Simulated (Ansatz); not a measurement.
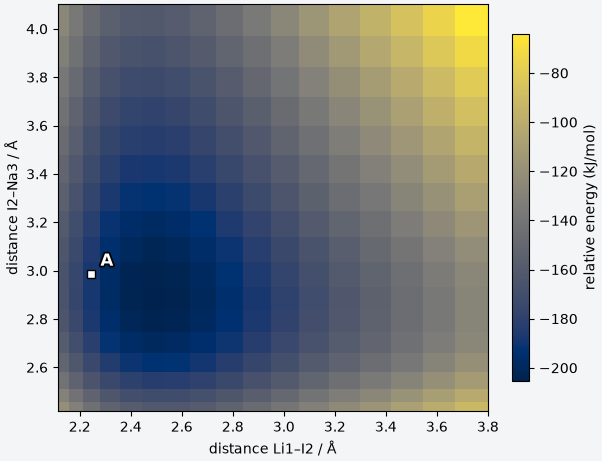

The system Li⁺ + INa. First axis: distance Li1–I2. Second axis: distance I2–Na3. Nothing is relaxed (the angle Li1–I2–Na3 is fixed at 180 degrees). The scan uses a 17 × 17 grid. Points are written as (first, second). Energies: kJ/mol, counted from Li with charge +1 far from the relaxed INa (each part in its own basis). The D4 coefficients can switch as the alkali atoms part, which puts small steps into the map. Level of theory: RKS PBE-D4/def2-SVPD (Ansatz).

Drawn: one coloured cell a grid point, the point A.

Is A at rest? If not, where is it pushed?

A, at (2.243 Å, 2.986 Å), is not a stationary point. The computed force is 153 kJ/mol for each Å towards larger values of distance Li1–I2 and 13 kJ/mol for each Å towards smaller values of distance I2–Na3.
